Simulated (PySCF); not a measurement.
# C₂H₂BCl₂, doublet, SMILES `[CH]=CB(Cl)Cl`: electronic structure

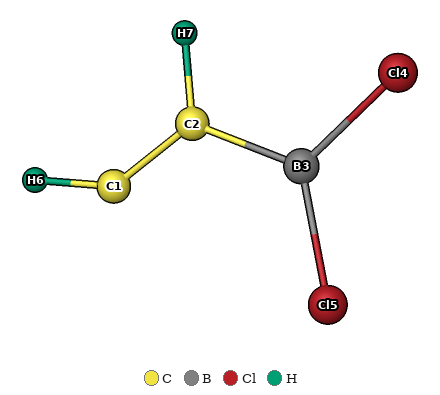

The molecule, with its atoms numbered as below. No frequency check shows the geometry to be a minimum.

Geometry (Å), atoms numbered from 1:

```
C1       2.3770   -0.8227    0.0000
C2       1.1127   -1.1304    0.0000
B3      -0.0604   -0.1017    0.0000
Cl4     -1.6884   -0.6642    0.0000
Cl5      0.2312    1.5879    0.0000
H6       3.3338   -1.2906    0.0000
H7       0.8025   -2.1857    0.0000
```

Part 1: Bonding charge

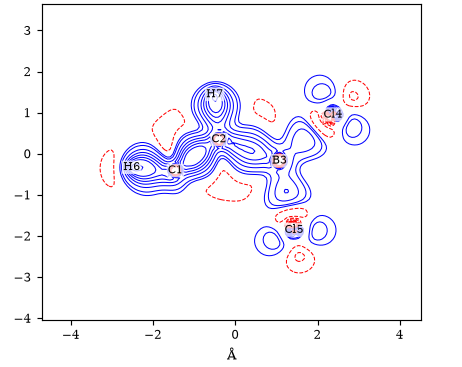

Deformation density (molecule less spherical, spin-averaged free atoms) in the molecular plane; contours at ±0.05 to ±0.8 e/Å³; solid blue lines: gain, dashed red lines: loss.

Computed with PySCF, B3LYP/def2-SVPD, geometry: GFN2-xTB. The stability of the open-shell solution wasn't checked. GFN2-xTB doesn't know the spin state, so this open-shell geometry is rough.

Q: Describe the bonding that the map shows.

A: C1–H6: +0.75 e/Å³ at the bond critical point (bond length 1.06 Å). C1–C2: +0.74 e/Å³ at the bond critical point (bond length 1.30 Å). C2–H7: +0.63 e/Å³ at the bond critical point (bond length 1.10 Å). C2–B3: +0.47 e/Å³ at the bond critical point (bond length 1.56 Å). B3–Cl5: +0.25 e/Å³ at the bond critical point (bond length 1.72 Å). B3–Cl4: +0.24 e/Å³ at the bond critical point (bond length 1.72 Å). In all, 1.6 electrons gather in the regions of gain relative to the promolecule.

Q: Where do the Hirshfeld charges lie?

A: The highest Hirshfeld charge is on B3 (+0.15 e), the lowest on C2 (−0.13 e).

```
atom  charge (e)
  C1       −0.01
  C2       −0.13
  B3       +0.15
 Cl4       −0.06
 Cl5       −0.07
  H6       +0.07
  H7       +0.05
```

Part 2: Local ionisation energy

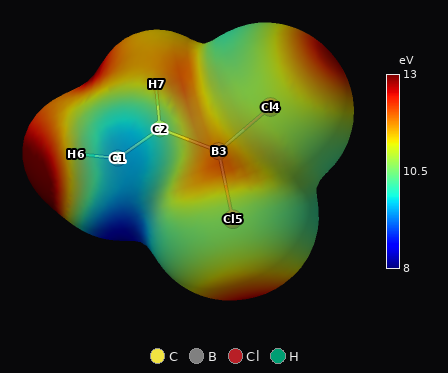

Average local ionisation energy on the surface of electron density 0.001 a.u.

Q: Locate the minima of the map.

A: The lowest value is 8.3 eV, 2.0 Å from C1. Further minima include 10.1 eV, about equally far (2.1 Å) from Cl4 and H7; 10.1 eV, 2.1 Å from Cl5; 11.4 eV, 1.4 Å from H7. For comparison, the highest occupied orbital lies at −6.9 eV.

Part 3: Spin density

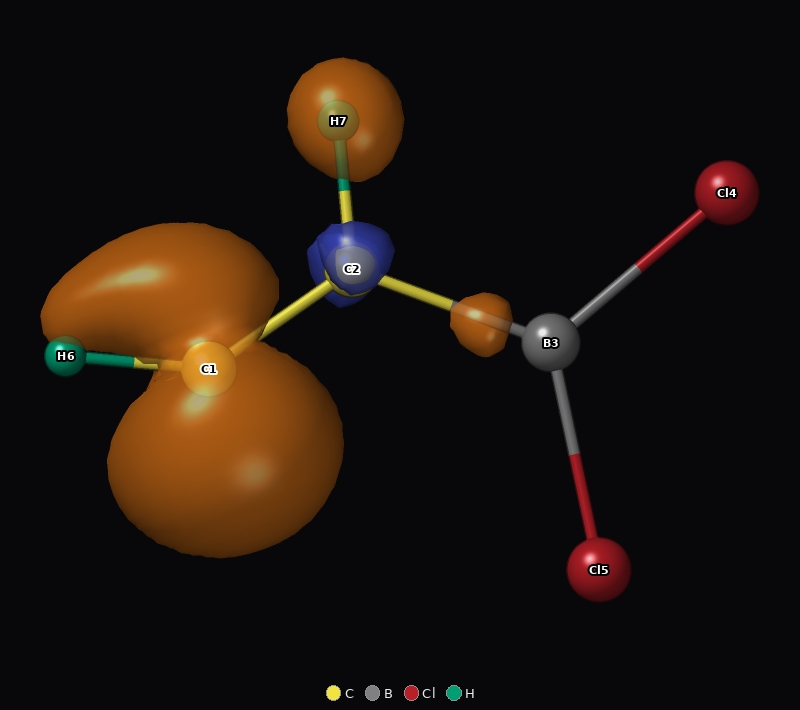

Spin density ρα − ρβ at ±0.05 e/Å³ (orange: excess α, blue: excess β).

Q: How is the spin shared among the atoms?

A: Hirshfeld spin populations: C1 +0.80, H6 +0.07 and H7 +0.06. ⟨S²⟩ = 0.76, against 0.75 for a pure state. The picture also shows regions of β spin from spin polarisation; the Hirshfeld sums, whose atoms overlap, net them against the α spin of neighbours.

Part 4: In an electric field

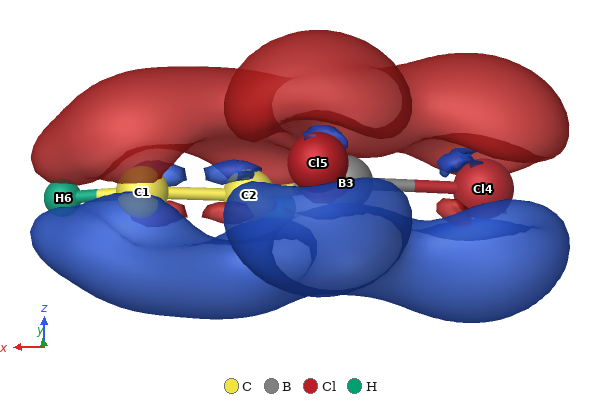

Change of the electron density in a uniform field of 0.41 V/Å, surfaces at ±0.002 e/Å³ (red: gain, blue: loss).

Method: LDA (SVWN)/cc-pVTZ; geometry: GFN2-xTB; program: PySCF. A basis without diffuse functions makes polarisabilities too small. The stability of the open-shell solution wasn't checked. GFN2-xTB doesn't know the spin state, so this open-shell geometry is rough.

Q: Along which Cartesian direction does the field point?

A: Along −z: electrons gather on the +z side, against the field.

Q: How large is the response?

A: The induced dipole is 0.78 D (along the field); α along this axis, from the fields in both directions, is 38 bohr³ (5.7 Å³).

Q: Which atoms gain and lose the most charge?

A: Hardly any: no atom's Hirshfeld charge changes by as much as 0.002 e. The density shifts from one side of each atom to the other; 0.085 electrons are displaced in all.
